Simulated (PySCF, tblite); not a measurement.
# C₅H₁₀FNSi₂: geometry, infrared bands and NMR shifts

Aim: predict the infrared bands and NMR shifts of C₅H₁₀FNSi₂ (`N#C[C@H]([SiH3])[SiH2]/C=C\CF`).

Computed with tblite 0.8.0 and PySCF 2.14.0, with density-fitted response routines of our own, on a single molecule in the gas phase. Atoms count from 0, in the outputs and in this text.

### Step 1. The molecule as given

19 atoms, charge 0, multiplicity 1; geometry from: force field or distance geometry start.

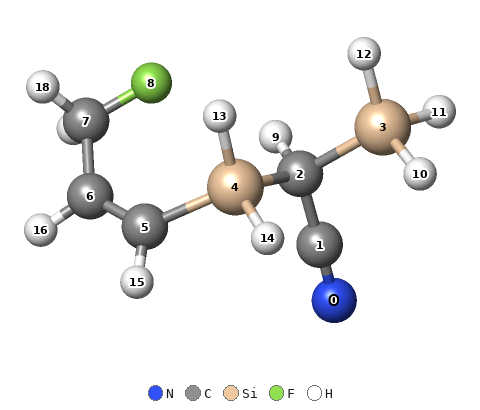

The starting geometry (nitrogen blue, carbon grey, silicon light orange, fluorine green, hydrogen white), atoms numbered.

### Step 2. Geometry optimisation with GFN2-xTB

The job: settings as JSON, then the geometry in Å.

```
{"job": {"kind": "relax", "xc": "GFN2-xTB", "basis": "xTB"}, "charge": 0, "multiplicity": 1}
N     -1.258900    -3.093400     0.574200
C     -1.162100    -1.933100     0.641500
C     -0.995500    -0.489100     0.759400
Si    -2.559300     0.339200     1.331700
Si    -0.637300     0.291800    -0.879500
C      0.953900    -0.280700    -1.609400
C      2.219300    -0.064300    -1.192900
C      2.730300     0.694000     0.007700
F      1.727500     1.086800     0.832000
H     -0.204500    -0.266400     1.469400
H     -3.703600     0.091400     0.418200
H     -2.944000    -0.192100     2.679500
H     -2.388900     1.800500     1.506600
H     -0.573100     1.774200    -0.794400
H     -1.703300    -0.014000    -1.871100
H      0.804100    -0.866400    -2.496300
H      3.017200    -0.499800    -1.788500
H      3.395200     0.049100     0.587900
H      3.273100     1.581700    -0.312000
```

Run with:

```sh
OMP_NUM_THREADS=1 python probes_run.py task.json out
```

One launch serves the whole session: the jobs run in the order shown.

Output:

```text
step      E/eV     max force
  0    -730.02498    2.567
  1    -730.10789    5.681
  2    -730.17235    2.989
  3    -730.23482    1.200
  4    -730.25740    0.541
  5    -730.27254    0.452
  6    -730.30195    0.509
  7    -730.31116    0.309
  8    -730.31993    0.282
  9    -730.32703    0.262
 10    -730.33304    0.226
 11    -730.33692    0.152
 12    -730.34009    0.175
 13    -730.34355    0.213
 14    -730.34785    0.238
 15    -730.35238    0.184
 16    -730.35606    0.167
 17    -730.35851    0.104
 18    -730.36034    0.105
 19    -730.36172    0.083
 20    -730.36266    0.081
 21    -730.36344    0.069
 22    -730.36429    0.085
 23    -730.36532    0.095
 24    -730.36641    0.087
 25    -730.36734    0.092
 26    -730.36809    0.084
 27    -730.36879    0.094
 28    -730.36950    0.066
 29    -730.37014    0.058
 30    -730.37069    0.056
 31    -730.37116    0.060
 32    -730.37163    0.062
 33    -730.37212    0.043
 34    -730.37261    0.053
 35    -730.37315    0.054
 36    -730.37379    0.074
 37    -730.37455    0.078
 38    -730.37536    0.070
 39    -730.37603    0.058
 40    -730.37646    0.047
 41    -730.37675    0.045
 42    -730.37705    0.048
 43    -730.37744    0.057
 44    -730.37791    0.057
 45    -730.37844    0.057
 46    -730.37899    0.058
 47    -730.37954    0.056
 48    -730.38007    0.052
 49    -730.38055    0.051
 50    -730.38093    0.046
 51    -730.38120    0.034
 52    -730.38142    0.032
 53    -730.38163    0.028
 54    -730.38180    0.028
 55    -730.38196    0.031
 56    -730.38213    0.030
 57    -730.38230    0.030
 58    -730.38245    0.028
 59    -730.38258    0.029
 60    -730.38272    0.032
 61    -730.38287    0.027
 62    -730.38300    0.019
 63    -730.38307    0.017
 64    -730.38312    0.016
 65    -730.38319    0.017
 66    -730.38328    0.021
 67    -730.38336    0.018
 68    -730.38341    0.018
 69    -730.38345    0.017
 70    -730.38348    0.014
 71    -730.38352    0.014
 72    -730.38356    0.012
 73    -730.38359    0.013
 74    -730.38362    0.013
 75    -730.38364    0.010
 76    -730.38367    0.009
```

It took 1.2 s on 1 thread of Arm Neoverse N1, shared host.

The steps of the relaxation: (not every step is listed)

```tsv
step	energy from step 0 (eV)	largest force (eV/Å)
0	0.0000	2.5671
1	-0.0829	5.6809
2	-0.1474	2.9885
3	-0.2098	1.2001
4	-0.2324	0.5411
5	-0.2476	0.4523
6	-0.2770	0.5091
7	-0.2862	0.3091
8	-0.2949	0.2825
14	-0.3229	0.2381
20	-0.3377	0.0805
26	-0.3431	0.0844
32	-0.3466	0.0619
38	-0.3504	0.0699
44	-0.3529	0.0573
50	-0.3560	0.0457
56	-0.3571	0.0305
62	-0.3580	0.0191
68	-0.3584	0.0185
71	-0.3585	0.0136
72	-0.3586	0.0121
73	-0.3586	0.0129
74	-0.3586	0.0127
75	-0.3587	0.0105
76	-0.3587	0.0090
```

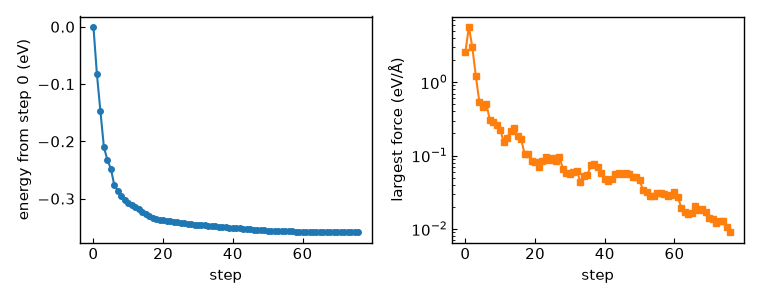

Energy and largest force along the relaxation.

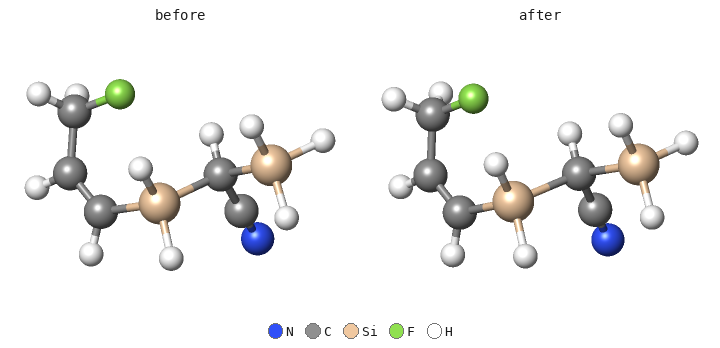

Before and after, at one scale.

Close pairs (by a distance rule), those that changed most:

```tsv
bond	before (Å)	after (Å)	change (Å)
C2–Si4	1.850	1.921	+0.071
C2–Si3	1.860	1.913	+0.053
Si4–C5	1.842	1.887	+0.045
C1–C2	1.458	1.419	-0.039
Si3–H11	1.499	1.464	-0.035
Si4–H13	1.486	1.461	-0.025
C5–C6	1.350	1.325	-0.025
Si3–H10	1.485	1.461	-0.024
```

The end geometry stands in the next job.

### Step 3. Vibrational analysis with GFN2-xTB

The job: settings as JSON, then the geometry in Å.

```
{"job": {"kind": "ir", "xc": "GFN2-xTB", "basis": "xTB"}, "charge": 0, "multiplicity": 1}
N     -1.191302    -2.911483     0.389517
C     -1.115113    -1.779190     0.557027
C     -1.039071    -0.373005     0.734376
Si    -2.681799     0.268356     1.474880
Si    -0.573903     0.435507    -0.945397
C      1.004776    -0.364151    -1.600987
C      2.250343    -0.198076    -1.180642
C      2.703267     0.688819    -0.067706
F      1.658531     1.270563     0.608751
H     -0.239842    -0.166559     1.449259
H     -3.772792    -0.001612     0.540743
H     -2.923062    -0.414335     2.746950
H     -2.528302     1.706591     1.688267
H     -0.477244     1.882712    -0.770892
H     -1.628435     0.115803    -1.916859
H      0.861132    -1.054097    -2.422090
H      3.079748    -0.722235    -1.642286
H      3.278067     0.117457     0.672076
H      3.325198     1.508185    -0.450930
```

Output:

```text
mode    cm-1     km/mol
  1      17.7      3.08
  2      45.0      3.80
  3      66.3      2.74
  4      93.3      2.14
  5     101.6      0.15
  6     137.3      4.81
  7     153.3     15.28
  8     158.4      3.26
  9     200.3      1.72
 10     304.7      3.28
 11     340.6      2.21
 12     429.9      0.29
 13     463.2      2.01
 14     501.0     23.68
 15     518.5     21.49
 16     543.4     59.07
 17     567.1      8.95
 18     647.6     54.36
 19     661.7     46.49
 20     683.1     35.27
 21     711.3    273.56
 22     756.7    144.61
 23     769.6    136.40
 24     781.5    176.98
 25     785.4    348.76
 26     809.5    374.39
 27     822.8    129.49
 28     933.1     20.81
 29     941.2      1.58
 30     974.8      8.23
 31    1034.8     97.38
 32    1046.4     25.44
 33    1067.0     60.83
 34    1158.5     89.36
 35    1200.1      3.60
 36    1205.3      3.54
 37    1316.5      3.04
 38    1334.9      0.75
 39    1425.1      4.95
 40    1691.5     49.95
 41    2226.5    252.82
 42    2270.9    285.90
 43    2280.5     75.65
 44    2290.1    297.80
 45    2295.0    521.57
 46    2375.8    353.85
 47    2906.0     20.08
 48    2924.4     30.58
 49    2951.0     12.72
 50    3024.6     40.52
 51    3051.6     29.44
```

Run time: 1.6 s. Hardware: 1 thread of Arm Neoverse N1, shared host.

Which atoms move in the most intense modes:

```tsv
cm⁻¹	km/mol	atoms
711	273.6	H14 31 %, H13 22 %, C5 12 %
785	348.8	H11 31 %, H10 30 %, H12 17 %, Si3 11 %
810	374.4	H13 45 %, H14 36 %
2226	252.8	H14 93 %
2271	285.9	H11 91 %
2290	297.8	H10 93 %
2295	521.6	H13 71 %, H12 21 %
2376	353.9	C1 60 %, N0 39 %
```

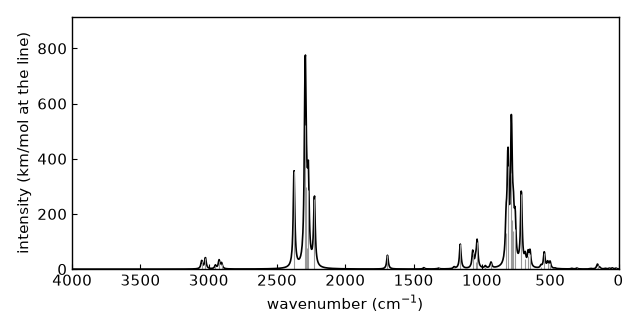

The infrared spectrum from these modes, unscaled. Lines are broadened to a width of 14 cm⁻¹ (Lorentzian).

### Step 4. Nuclear shieldings: PBE0/pcSseg-1

The job, as its differences from that of step 3:

```diff
@@ -1,2 +1,2 @@
-{"job": {"kind": "ir", "xc": "GFN2-xTB", "basis": "xTB"}, "charge": 0, "multiplicity": 1}
+{"job": {"kind": "nmr", "xc": "PBE0", "basis": "pcSseg-1"}, "charge": 0, "multiplicity": 1}
 N     -1.191302    -2.911483     0.389517
```

Level: GIAO PBE0/pcSseg-1 NMR shielding, non-relativistic, gas phase.

Output:

```text
coarse grid: 17032 points
cycle   1  E = -929.2413491779  dE =  8.949e-01  |g| = 6.329e-01  |ddm| = 3.979e+00
cycle   2  E = -929.0910509594  dE =  1.503e-01  |g| = 1.067e+00  |ddm| = 1.436e+00
cycle   3  E = -929.3188562896  dE = -2.278e-01  |g| = 2.126e-01  |ddm| = 9.662e-01
cycle   4  E = -929.3278571215  dE = -9.001e-03  |g| = 6.908e-02  |ddm| = 1.886e-01
cycle   5  E = -929.3287167048  dE = -8.596e-04  |g| = 2.354e-02  |ddm| = 6.397e-02
cycle   6  E = -929.3288396272  dE = -1.229e-04  |g| = 5.597e-03  |ddm| = 2.219e-02
cycle   7  E = -929.3288466873  dE = -7.060e-06  |g| = 1.855e-03  |ddm| = 5.445e-03
final grid: 156208 points
cycle   8  E = -929.3872581806  dE = -3.497e-05  |g| = 6.620e-03  |ddm| = 2.745e-02
cycle   9  E = -929.3872512604  dE =  6.920e-06  |g| = 8.571e-03  |ddm| = 1.260e-02
cycle  10  E = -929.3872688197  dE = -1.756e-05  |g| = 1.465e-03  |ddm| = 7.146e-03
cycle  11  E = -929.3872692911  dE = -4.714e-07  |g| = 3.059e-04  |ddm| = 1.414e-03
cycle  12  E = -929.3872693129  dE = -2.179e-08  |g| = 9.782e-05  |ddm| = 3.297e-04
cycle  13  E = -929.3872693145  dE = -1.569e-09  |g| = 4.435e-05  |ddm| = 9.713e-05
cycle  14  E = -929.3872693148  dE = -3.181e-10  |g| = 2.139e-05  |ddm| = 4.365e-05
converged SCF energy = -929.3872693148

GIAO shielding tensors (ppm)
atom      isotropic    diamagn.    paramagn.     s11        s22        s33       span
  0 N      -24.241     342.088    -366.329   -195.379   -177.286    299.941    495.321
  1 C       62.418     260.849    -198.431    -56.112    -49.543    292.909    349.020
  2 C      192.458     259.917     -67.459    185.829    187.053    204.491     18.662
  3 Si     415.964     878.320    -462.356    386.502    399.773    461.616     75.114
  4 Si     394.136     881.604    -487.468    371.025    394.801    416.582     45.557
  5 C       60.320     262.031    -201.711    -51.563     47.919    184.605    236.168
  6 C       32.989     258.141    -225.152    -88.335     44.071    143.230    231.565
  7 C       96.618     239.772    -143.154     63.639     78.668    147.547     83.907
  8 F      427.521     481.869     -54.348    386.484    436.415    459.665     73.181
  9 H       30.257      34.367      -4.110     26.142     27.680     36.948     10.806
 10 H       27.659      27.865      -0.206     24.167     26.248     32.560      8.393
 11 H       27.437      27.301       0.136     23.790     25.469     33.053      9.264
 12 H       27.764      28.353      -0.589     24.030     26.187     33.075      9.045
 13 H       27.060      30.794      -3.734     23.843     26.069     31.269      7.426
 14 H       27.280      30.671      -3.391     23.801     26.034     32.007      8.206
 15 H       25.239      31.499      -6.260     23.402     25.037     27.277      3.876
 16 H       24.982      29.460      -4.477     23.468     24.076     27.403      3.936
 17 H       26.158      28.220      -2.062     22.118     25.170     31.185      9.067
 18 H       26.092      26.573      -0.481     21.941     25.210     31.126      9.185
```

Run time: 1.7 min. Hardware: 1 thread of Arm Neoverse N1, shared host; peak memory 1 GiB.

Shifts follow as δ = σ(reference) − σ, with reference shieldings (ppm) from runs at the same level and on the same kind of geometry: ¹H TMS 31.72, ¹³C TMS 186.9, ²⁹Si TMS 349.2, ¹⁹F CFCl3 170.9, ¹⁵N NH3 267.7. The references are single molecules in the gas phase, so shifts against H2O, NH3, PH3, H3PO4 or CFCl3 are not on the usual liquid scales and can be off by tens of ppm. Atoms listed in one row are averaged.

```tsv
atoms	environment	σ (ppm)	δ (ppm)	δ scaled to CDCl3
C6	alkene CH	33.0	153.9	148.3
C5	alkene CH	60.3	126.6	121.7
C1	nitrile carbon	62.4	124.5	119.6
C7	allylic sp3 CH2 bonded to F	96.6	90.3	86.2
C2	sp3 CH bonded to 2 Si, α to a nitrile	192.5	-5.5	-7.3
H16	hydrogen on an alkene CH	24.98	6.73	6.45
H15	hydrogen on an alkene CH	25.24	6.48	6.21
H18	hydrogen on an allylic sp3 CH2 bonded to F	26.09	5.62	5.41
H17	hydrogen on an allylic sp3 CH2 bonded to F	26.16	5.56	5.35
H13	hydrogen on a silicon bonded to 2 C	27.06	4.66	–
H14	hydrogen on a silicon bonded to 2 C	27.28	4.44	–
H10, H11, H12	hydrogen on a silicon bonded to C	27.62	4.10	–
H9	hydrogen on an sp3 CH bonded to 2 Si, α to a nitrile	30.26	1.46	1.48
N0	nitrile nitrogen	-24.2	292.0	–
Si4	silicon bonded to 2 C, 2 H	394.1	-45.0	–
Si3	silicon bonded to C, 3 H	416.0	-66.8	–
F8	fluorine on an sp3 carbon	427.5	-256.6	–
```

The scaled column applies a straight-line fit of computed shieldings to shifts measured in CDCl3, and one for carbons that bear F (root-mean-square error 0.16 ppm for H, 1.9 ppm for C).

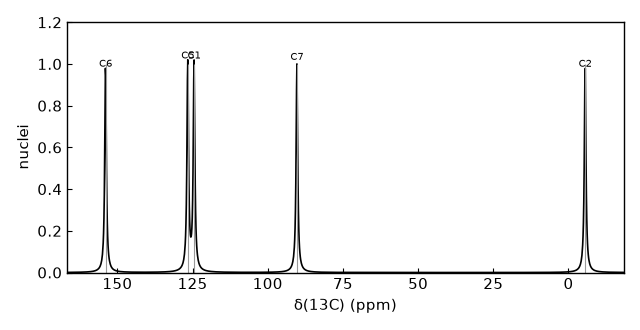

¹³C lines at the computed shifts, without couplings. Lines are broadened to a width of 0.64 ppm (Lorentzian).

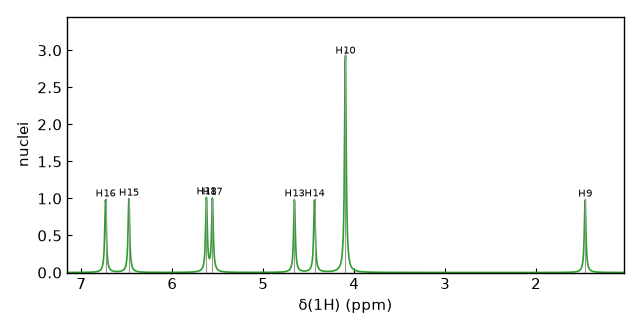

¹H lines at the computed shifts, without couplings. Lines are broadened to a width of 0.02 ppm (Lorentzian).

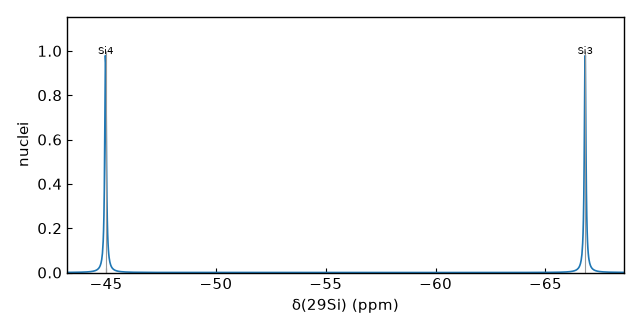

²⁹Si lines at the computed shifts, without couplings. Lines are broadened to a width of 0.09 ppm (Lorentzian).

Charges from the same density, by scheme (e):

```tsv
atoms	Mulliken	IAO	Hirshfeld	ESP fit
N0	-0.25	-0.28	-0.25	-0.52
C1	0.10	0.14	0.07	0.46
C2	-0.84	-0.69	-0.18	-0.51
Si3	0.54	0.63	0.33	0.35
Si4	0.78	0.78	0.33	0.59
C5	-0.43	-0.43	-0.14	-0.45
C6	-0.21	-0.13	-0.04	-0.06
C7	0.20	0.03	0.03	0.10
F8	-0.34	-0.32	-0.08	-0.21
```

Hirshfeld charges:

N0 -0.25; C1 0.07; C2 -0.18; Si3 0.33; Si4 0.33; C5 -0.14; C6 -0.04; C7 0.03; F8 -0.08; H9 0.06; H10 -0.07; H11 -0.07; H12 -0.07; H13 -0.08; H14 -0.08; H15 0.05; H16 0.06; H17 0.06; H18 0.06

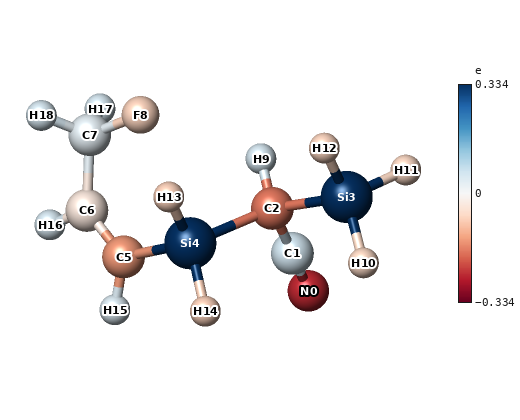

Hirshfeld charges, as colours on the atoms.

Mayer bond orders: N0–C1 3.03, C1–C2 1.03, C2–Si3 0.84, C2–Si4 0.78, Si4–C5 0.89, C5–C6 1.95, C6–C7 1.04, C7–F8 0.87.

Orbitals, density, ELF and potential are computed afterwards from the orbital file.

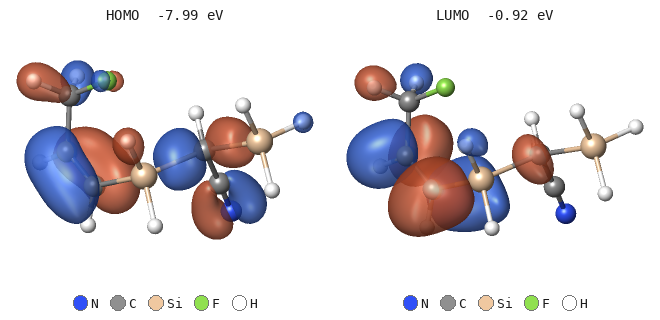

PBE0/pcSseg-1 orbitals near the gap, drawn at the value that encloses 70 % of each; the two colours are the two signs.

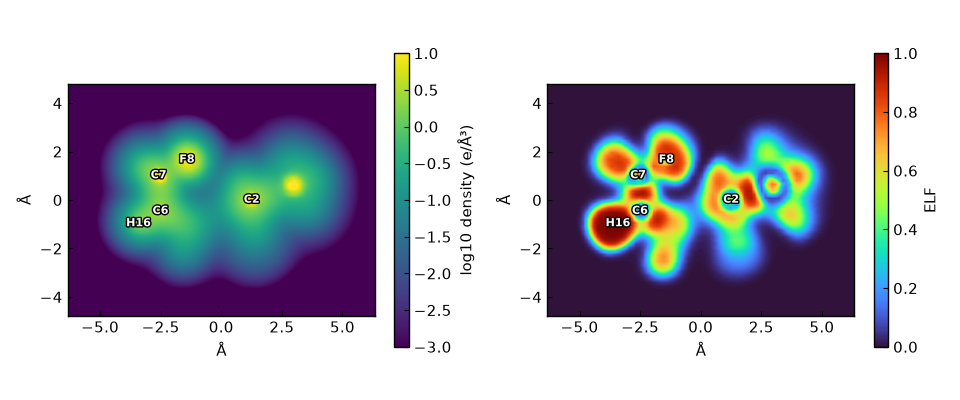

Density (left) and ELF (right) in a plane through or near 5 of the atoms.

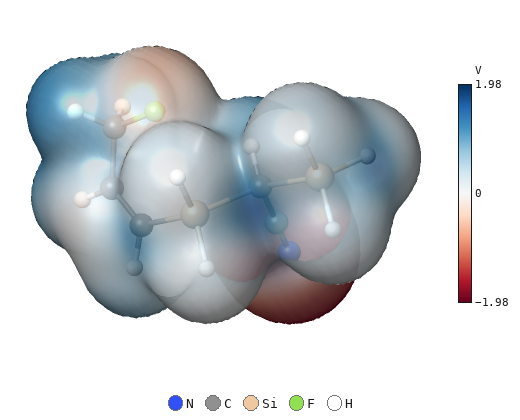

Electrostatic potential on the surface of density 0.002 e/bohr³; red is low, blue high. It runs from -1.98 V near N0 to 1.39 V near H17.

### Step 5. Results

| quantity | value |
| --- | --- |
| strongest single infrared mode (GFN2-xTB) | 2295 cm⁻¹, 522 km/mol |
| zero-point energy (GFN2-xTB) | 80.1 kcal/mol |
| ¹³C shifts against TMS (PBE0/pcSseg-1) | 153.9, 126.6, 124.5, 90.3, -5.5 ppm |
| ¹H shifts against TMS (PBE0/pcSseg-1, means over atoms taken as alike) | 6.73, 6.48, 5.62, 5.56, 4.66, 4.44, 4.10, 1.46 ppm |
| ¹⁵N shifts against NH3 (PBE0/pcSseg-1) | 292.0 ppm |
| ²⁹Si shifts against TMS (PBE0/pcSseg-1) | -45.0, -66.8 ppm |
| ¹⁹F shifts against CFCl3 (PBE0/pcSseg-1) | -256.6 ppm |
| surface potential, least and greatest | -1.98 V and 1.39 V |

In words: Over 76 steps the energy fell by 0.359 eV; of the close pairs, C2–Si4 changed most, 1.850 to 1.921 Å. All 51 modes are real, so the xTB geometry is a minimum. The strongest single mode, at 2295 cm⁻¹, moves mainly H13. Unscaled tight-binding wavenumbers are off by several per cent, some by more. Its intensities can rank the bands wrongly. At PBE0/pcSseg-1: Shielding is most anisotropic at N0 (span 495 ppm, paramagnetic term -366 ppm). At PBE0/pcSseg-1, counted by nearest atom on the grid, the HOMO lies on C5, C6 about 24 % each; C2 12 %, the LUMO on C5, C6 about 26 % each; Si4 9 %.
